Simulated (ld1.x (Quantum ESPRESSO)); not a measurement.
**F, TM: a sweep of the scale of all radii**

One potential is built and tested. Then the scale of all radii is changed, to learn what it costs or gains.

Method: ld1.x (Quantum ESPRESSO) 7.5, PBE, scalar-relativistic.

## (1) The atom and the settings

The settings as typed:

* element: fluorine (F, Z = 9)
* type: norm-conserving Troullier–Martins (Kleinman–Bylander form)
* frozen core: [He]
* valence charge: 7
* reference configuration: 2s2 2p5
* partial waves: 2s (bound): rc 0.70 bohr; 2p (bound): rc 1.35 bohr
* local potential: all-electron potential smoothed inside 0.85 bohr (lloc = -1)
* core correction: not asked for

The nodes and maxima of the atom's own shells, from an earlier all-electron run, set the scale for the radii.

All-electron outer shells of the reference configuration (PBE, scalar-relativistic, ld1.x):

| shell | level (eV) | outermost node (bohr) | outermost maximum (bohr) |
| --- | --- | --- | --- |
| 1s | -663.37 | – | 0.11 |
| 2s | -29.90 | 0.24 | 0.76 |
| 2p | -11.11 | – | 0.71 |

## (2) Generation of the first potential

The input, F.in:

```
 &input
   title='F', zed=9., rel=1, dft='PBE', iswitch=3,
   config='[He] 2s2 2p5',
   nld=2, rlderiv=1.50, eminld=-4.0, emaxld=5.0, deld=0.02
 /
 &inputp
   pseudotype=2, tm=.true., lloc=-1, rcloc=0.85,
   nlcc=.false.,
   file_pseudopw='F.UPF', file_wfcaegen='ae.wfc', file_wfcncgen='nc.wfc', file_beta='beta', file_chi='chi'
 /
2
2S  1  0   2.00   0.00  0.70  0.70  0.0
2P  2  1   5.00   0.00  1.35  1.35  0.0
 &test
   configts(1)='2s2 2p5'
 /
```

Run with:

```console
$ ld1.x < F.in > F.out
```

What the program wrote to F.out (without the banner and most projector matrices):

```text
     Program LD1 v.7.5
     --------------------------- All-electron run ----------------------------

     F
     scalar relativistic calculation

     atomic number is  9.00
     dft =PBE   lsd =0 sic =0 latt =0  beta=0.20 tr2=1.0E-14
     Exchange-correlation= PBE
                           (   1   4   3   4   0   0   0)
     mesh =1105 r(mesh) =  99.76081 a.u. xmin = -7.00 dx = 0.01250
     1 Ry =  13.60569312 eV, c = 137.03599908

     n l     nl                  e(Ry)          e(Ha)          e(eV)
     1 0     1S 1( 2.00)       -48.7570       -24.3785      -663.3734
     2 0     2S 1( 2.00)        -2.1976        -1.0988       -29.8996
     2 1     2P 1( 5.00)        -0.8167        -0.4083       -11.1117

     final scf error:  7.2E-15 reached in  26 iterations

     Etot =    -199.489330 Ry,     -99.744665 Ha,   -2714.190601 eV

     Ekin =     199.322998 Ry,      99.661499 Ha,    2711.927537 eV
     Encl =    -477.724055 Ry,    -238.862027 Ha,   -6499.766885 eV
     Eh   =      99.339620 Ry,      49.669810 Ha,    1351.584389 eV
     Exc  =     -20.427893 Ry,     -10.213946 Ha,    -277.935642 eV

     normalization and overlap integrals

     s(1S/1S) =  1.000000  <r> =   0.1763  <r2> =    0.0420  r(max) =   0.1139
     s(2S/2S) =  1.000000  <r> =   1.0034  <r2> =    1.2282  r(max) =   0.7617
     s(2P/2P) =  1.000000  <r> =   1.1050  <r2> =    1.6384  r(max) =   0.7066

     ------------------------ End of All-electron run ------------------------

     --------------------- Generating NC pseudopotential ---------------------

      Generating local potential from pseudized AE potential:
      Matching radius rcloc =   0.8500

      Local pseudo, rcloc= 0.842 Estimated cut-off energy=    34.51 Ry

      Wfc   2S  rcut= 0.707  Using Troullier-Martins method

      Wfc   2P  rcut= 1.354  Using Troullier-Martins method

     ------------------- End of pseudopotential generation -------------------

     [... the all-electron block is printed once more ...]


     Computing logarithmic derivative in   1.50538
     Computing logarithmic derivative in   1.50538
     Computing the partial wave expansion
     R is outside the sphere for l=    0 j= 0.00
     R is outside the sphere for l=    1 j= 0.00

     ---------------------- Testing the pseudopotential ----------------------

     F
     scalar relativistic calculation

     atomic number is  9.00   valence charge is  7.00
     dft =PBE   lsd =0 sic =0 latt =0  beta=0.20 tr2=1.0E-14
     mesh =1105 r(mesh) =  99.76081 xmin = -7.00 dx = 0.01250

     n l     nl             e AE (Ry)        e PS (Ry)    De AE-PS (Ry)
     1 0     2S   1( 2.00)       -2.19758       -2.19765        0.00007
     2 1     2P   1( 5.00)       -0.81670       -0.81670        0.00001

     eps = 1.3E-15  iter =  6

     Etot =    -199.489330 Ry,     -99.744665 Ha,   -2714.190601 eV
     Etotps =   -47.718167 Ry,     -23.859083 Ha,    -649.238731 eV

     Ekin =      33.034581 Ry,      16.517291 Ha,     449.458375 eV
     Encl =    -111.118811 Ry,     -55.559405 Ha,   -1511.848438 eV
     Ehrt =      41.878436 Ry,      20.939218 Ha,     569.785150 eV
     Ecxc =      -8.941524 Ry,      -4.470762 Ha,    -121.655637 eV
     Epseu=      -2.570849 Ry,      -1.285424 Ha,     -34.978180 eV

     ---------------------- End of pseudopotential test ----------------------
```

Wall time 2.5 s (1 thread, shared host). This counts the later configuration tests of the new file too.

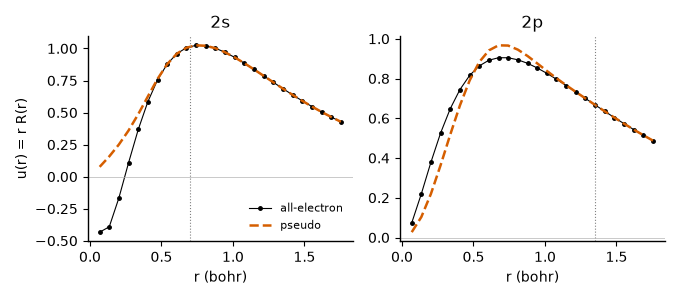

All-electron and pseudo partial waves (2s, 2p), with the matching radii dotted. The curves join 26 sampled radii.

## (3) Configuration tests

The input, F.test.in:

```
 &input
   title='F', zed=9., rel=1, dft='PBE', iswitch=2,
   config='[He] 2s2 2p5'
 /
 &test
   file_pseudo='F.UPF', nconf=8,
   configts(1)='2s2 2p5',
   configts(2)='2s2 2p4',
   configts(3)='2s2 2p3',
   configts(4)='2s2 2p2',
   configts(5)='2s2 2p1',
   configts(6)='2s1 2p5',
   configts(7)='2s2 2p5.3',
   configts(8)='2s1 2p6'
 /
```

Run with:

```console
$ ld1.x < F.test.in > F.test.out
```

F.test.out, the pseudopotential blocks:

```text
     ---------------------- Testing the pseudopotential ----------------------

     F
     scalar relativistic calculation

     atomic number is  9.00   valence charge is  7.00
     dft =PBE   lsd =0 sic =0 latt =0  beta=0.20 tr2=1.0E-14
     mesh =1105 r(mesh) =  99.76081 xmin = -7.00 dx = 0.01250

     n l     nl             e AE (Ry)        e PS (Ry)    De AE-PS (Ry)
     1 0     2S   1( 2.00)       -2.19758       -2.19765        0.00007
     2 1     2P   1( 5.00)       -0.81670       -0.81670        0.00001

     eps = 2.4E-16  iter =  6

     Etot =    -199.489330 Ry,     -99.744665 Ha,   -2714.190600 eV
     Etotps =   -47.718167 Ry,     -23.859083 Ha,    -649.238733 eV

     Ekin =      33.034581 Ry,      16.517291 Ha,     449.458374 eV
     Encl =    -111.118811 Ry,     -55.559405 Ha,   -1511.848440 eV
     Ehrt =      41.878436 Ry,      20.939218 Ha,     569.785151 eV
     Ecxc =      -8.941524 Ry,      -4.470762 Ha,    -121.655637 eV
     Epseu=      -2.570849 Ry,      -1.285424 Ha,     -34.978180 eV

     ---------------------- End of pseudopotential test ----------------------

     ---------------------- Testing the pseudopotential ----------------------

     F
     scalar relativistic calculation

     atomic number is  9.00   valence charge is  7.00
     dft =PBE   lsd =0 sic =0 latt =0  beta=0.20 tr2=1.0E-14
     mesh =1105 r(mesh) =  99.76081 xmin = -7.00 dx = 0.01250

     n l     nl             e AE (Ry)        e PS (Ry)    De AE-PS (Ry)
     1 0     2S   1( 2.00)       -3.48292       -3.48567        0.00275
     2 1     2P   1( 4.00)       -2.08065       -2.07752       -0.00314

     eps = 3.3E-15  iter = 18

     Etot =    -198.064175 Ry,     -99.032087 Ha,   -2694.800379 eV
     Etotps =   -46.293879 Ry,     -23.146940 Ha,    -629.860317 eV
     dEtot_ae =       1.425155 Ry
     dEtot_ps =       1.424287 Ry,   Delta E=       0.000868 Ry

     Ekin =      30.836689 Ry,      15.418345 Ha,     419.554530 eV
     Encl =    -100.623668 Ry,     -50.311834 Ha,   -1369.054744 eV
     Ehrt =      33.337094 Ry,      16.668547 Ha,     453.574275 eV
     Ecxc =      -7.908563 Ry,      -3.954282 Ha,    -107.601486 eV
     Epseu=      -1.935432 Ry,      -0.967716 Ha,     -26.332893 eV

     ---------------------- End of pseudopotential test ----------------------

     ---------------------- Testing the pseudopotential ----------------------

     F
     scalar relativistic calculation

     atomic number is  9.00   valence charge is  7.00
     dft =PBE   lsd =0 sic =0 latt =0  beta=0.20 tr2=1.0E-14
     mesh =1105 r(mesh) =  99.76081 xmin = -7.00 dx = 0.01250

     n l     nl             e AE (Ry)        e PS (Ry)    De AE-PS (Ry)
     1 0     2S   1( 2.00)       -4.99731       -4.99860        0.00128
     2 1     2P   1( 3.00)       -3.60167       -3.58268       -0.01899  !

     eps = 8.4E-15  iter = 26

     Etot =    -195.242940 Ry,     -97.621470 Ha,   -2656.415526 eV
     Etotps =   -43.482008 Ry,     -21.741004 Ha,    -591.602852 eV
     dEtot_ae =       4.246390 Ry
     dEtot_ps =       4.236159 Ry,   Delta E=       0.010231 Ry

     Ekin =      27.097260 Ry,      13.548630 Ha,     368.677003 eV
     Encl =     -87.713842 Ry,     -43.856921 Ha,   -1193.407615 eV
     Ehrt =      24.681311 Ry,      12.340656 Ha,     335.806345 eV
     Ecxc =      -6.651047 Ry,      -3.325523 Ha,     -90.492098 eV
     Epseu=      -0.895690 Ry,      -0.447845 Ha,     -12.186485 eV

     ---------------------- End of pseudopotential test ----------------------

     ---------------------- Testing the pseudopotential ----------------------

     F
     scalar relativistic calculation

     atomic number is  9.00   valence charge is  7.00
     dft =PBE   lsd =0 sic =0 latt =0  beta=0.20 tr2=1.0E-14
     mesh =1105 r(mesh) =  99.76081 xmin = -7.00 dx = 0.01250

     n l     nl             e AE (Ry)        e PS (Ry)    De AE-PS (Ry)
     1 0     2S   1( 2.00)       -6.70364       -6.69137       -0.01227  !
     2 1     2P   1( 2.00)       -5.34782       -5.28689       -0.06093  !

     eps = 2.5E-15  iter = 10

     Etot =    -190.786158 Ry,     -95.393079 Ha,   -2595.777923 eV
     Etotps =   -39.062179 Ry,     -19.531089 Ha,    -531.468016 eV
     dEtot_ae =       8.703171 Ry
     dEtot_ps =       8.655988 Ry,   Delta E=       0.047183 Ry

     Ekin =      21.775642 Ry,      10.887821 Ha,     296.272706 eV
     Encl =     -72.782552 Ry,     -36.391276 Ha,    -990.257067 eV
     Ehrt =      16.629214 Ry,       8.314607 Ha,     226.251982 eV
     Ecxc =      -5.244600 Ry,      -2.622300 Ha,     -71.356414 eV
     Epseu=       0.560117 Ry,       0.280058 Ha,       7.620777 eV

     ---------------------- End of pseudopotential test ----------------------

     ---------------------- Testing the pseudopotential ----------------------

     F
     scalar relativistic calculation

     atomic number is  9.00   valence charge is  7.00
     dft =PBE   lsd =0 sic =0 latt =0  beta=0.20 tr2=1.0E-14
     mesh =1105 r(mesh) =  99.76081 xmin = -7.00 dx = 0.01250

     n l     nl             e AE (Ry)        e PS (Ry)    De AE-PS (Ry)
     1 0     2S   1( 2.00)       -8.57765       -8.52925       -0.04840  !
     2 1     2P   1( 1.00)       -7.29740       -7.15138       -0.14602  !

     eps = 6.6E-15  iter = 24

     Etot =    -184.479831 Ry,     -92.239915 Ha,   -2509.975963 eV
     Etotps =   -32.854677 Ry,     -16.427339 Ha,    -447.010653 eV
     dEtot_ae =      15.009499 Ry
     dEtot_ps =      14.863490 Ry,   Delta E=       0.146009 Ry

     Ekin =      14.885100 Ry,       7.442550 Ha,     202.522098 eV
     Encl =     -56.135541 Ry,     -28.067770 Ha,    -763.762940 eV
     Ehrt =       9.729249 Ry,       4.864625 Ha,     132.373182 eV
     Ecxc =      -3.760948 Ry,      -1.880474 Ha,     -51.170310 eV
     Epseu=       2.427463 Ry,       1.213732 Ha,      33.027317 eV

     ---------------------- End of pseudopotential test ----------------------

     ---------------------- Testing the pseudopotential ----------------------

     F
     scalar relativistic calculation

     atomic number is  9.00   valence charge is  7.00
     dft =PBE   lsd =0 sic =0 latt =0  beta=0.20 tr2=1.0E-14
     mesh =1105 r(mesh) =  99.76081 xmin = -7.00 dx = 0.01250

     n l     nl             e AE (Ry)        e PS (Ry)    De AE-PS (Ry)
     1 0     2S   1( 1.00)       -3.49542       -3.50332        0.00790  !
     2 1     2P   1( 5.00)       -2.08974       -2.09499        0.00525  !

     eps = 6.1E-15  iter = 11

     Etot =    -196.660171 Ry,     -98.330085 Ha,   -2675.697933 eV
     Etotps =   -44.885683 Ry,     -22.442841 Ha,    -610.700826 eV
     dEtot_ae =       2.829159 Ry
     dEtot_ps =       2.832484 Ry,   Delta E=      -0.003325 Ry

     Ekin =      35.110016 Ry,      17.555008 Ha,     477.696096 eV
     Encl =    -100.613929 Ry,     -50.306965 Ha,   -1368.922246 eV
     Ehrt =      33.223478 Ry,      16.611739 Ha,     452.028445 eV
     Ecxc =      -7.887750 Ry,      -3.943875 Ha,    -107.318304 eV
     Epseu=      -4.717497 Ry,      -2.358749 Ha,     -64.184817 eV

     ---------------------- End of pseudopotential test ----------------------

     ---------------------- Testing the pseudopotential ----------------------

     F
     scalar relativistic calculation

     atomic number is  9.00   valence charge is  7.00
     dft =PBE   lsd =0 sic =0 latt =0  beta=0.20 tr2=1.0E-14
     mesh =1105 r(mesh) =  99.76081 xmin = -7.00 dx = 0.01250

     n l     nl             e AE (Ry)        e PS (Ry)    De AE-PS (Ry)
     1 0     2S   1( 2.00)       -1.86725       -1.86658       -0.00068
     2 1     2P   1( 5.30)       -0.49676       -0.49674       -0.00002

     eps = 9.7E-15  iter = 12

     Etot =    -199.685554 Ry,     -99.842777 Ha,   -2716.860368 eV
     Etotps =   -47.914413 Ry,     -23.957206 Ha,    -651.908797 eV
     dEtot_ae =      -0.196224 Ry
     dEtot_ps =      -0.196246 Ry,   Delta E=       0.000022 Ry

     Ekin =      33.405525 Ry,      16.702763 Ha,     454.505322 eV
     Encl =    -113.706291 Ry,     -56.853145 Ha,   -1547.052901 eV
     Ehrt =      44.264262 Ry,      22.132131 Ha,     602.245971 eV
     Ecxc =      -9.192780 Ry,      -4.596390 Ha,    -125.074141 eV
     Epseu=      -2.685130 Ry,      -1.342565 Ha,     -36.533048 eV

     ---------------------- End of pseudopotential test ----------------------

     ---------------------- Testing the pseudopotential ----------------------

     F
     scalar relativistic calculation

     atomic number is  9.00   valence charge is  7.00
     dft =PBE   lsd =0 sic =0 latt =0  beta=0.20 tr2=1.0E-14
     mesh =1105 r(mesh) =  99.76081 xmin = -7.00 dx = 0.01250

     n l     nl             e AE (Ry)        e PS (Ry)    De AE-PS (Ry)
     1 0     2S   1( 1.00)       -2.23280       -2.23348        0.00068
     2 1     2P   1( 6.00)       -0.84819       -0.85079        0.00259

     eps = 8.5E-15  iter = 15

     Etot =    -198.106554 Ry,     -99.053277 Ha,   -2695.376983 eV
     Etotps =   -46.336354 Ry,     -23.168177 Ha,    -630.438219 eV
     dEtot_ae =       1.382775 Ry
     dEtot_ps =       1.381812 Ry,   Delta E=       0.000963 Ry

     Ekin =      36.935813 Ry,      18.467906 Ha,     502.537333 eV
     Encl =    -110.890254 Ry,     -55.445127 Ha,   -1508.738760 eV
     Ehrt =      41.621729 Ry,      20.810864 Ha,     566.292466 eV
     Ecxc =      -8.895119 Ry,      -4.447559 Ha,    -121.024257 eV
     Epseu=      -5.108523 Ry,      -2.554262 Ha,     -69.505000 eV

     ---------------------- End of pseudopotential test ----------------------
```

The tests as a table, with energies relative to 2s2 2p5. The frozen-core shift comes from a second all-electron run, not shown, with the core orbitals held at their reference shape; it is that run's ΔE less the relaxed one.

```csv
valence configuration,charge,ΔE all-electron (eV),error AE − PS (meV),frozen-core shift (meV)
2s2 2p4,+1,19.390,+12,+0.1
2s2 2p3,+2,57.775,+139,+0.8
2s2 2p2,+3,118.413,+642,+4.3
2s2 2p1,+4,204.215,+1987,+15
2s1 2p5,+1,38.493,-45,+0.6
2s2 2p5.3,-0.3,-2.670,+0.3,0.0
2s1 2p6,0,18.814,+13,+0.4
```

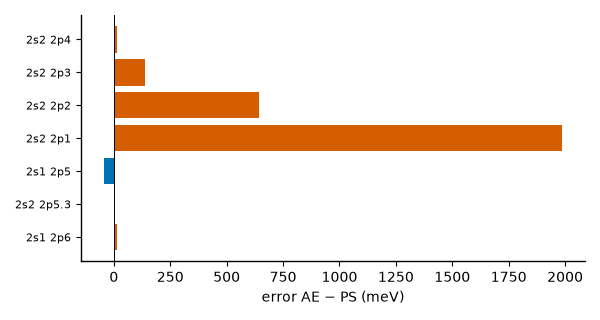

Error of the potential in each test configuration.

## (4) Does it scatter like the atom?

Taken from the files of the generation run. The phase is arctan(r·u′/u) with u = r·R, unwrapped, with energies in Ry. A pole is an energy at which the radial function vanishes at the test radius. The pseudo phase is shifted by a multiple of π to meet the all-electron one at the reference energy. Levels narrower than the energy grid can be missing from the poles. The last column is the largest difference on the grid between −1 and +1 Ry.

```tsv
channel	radius (bohr)	reference (Ry)	poles AE	poles PS	window around the reference with phases within 0.05 rad (Ry)	largest difference near zero (rad)
s	1.50	-2.20	-0.86	-0.86	the whole range	0.001
p	1.50	-0.82	0.46	0.48	below 4.3	0.004
```

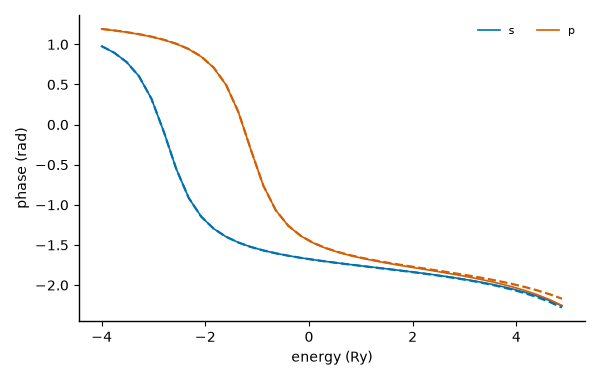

Phases by channel: all-electron solid, pseudo dashed.

(Part 1 of 2 ends here.)
